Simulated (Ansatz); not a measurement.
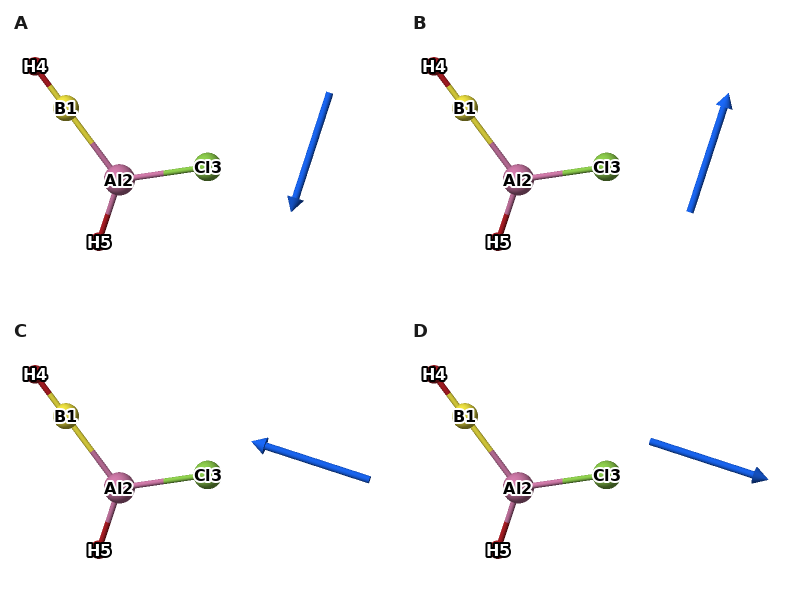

The same molecule four times, each with an arrow. Charge 0, doublet. The computed structure is the end point of a PBE0-D4/def2-TZVP optimisation. No frequency run is at hand to confirm it as a minimum. Level of theory: UKS PBE0-D4/def2-TZVP (Ansatz 0.2.0).

> Which arrow points along the dipole moment, from the negative to the positive end?

C. The dipole moment is 1.89 D; it points from the side of Cl3 to the side of H4 (the outermost atoms at the two ends).
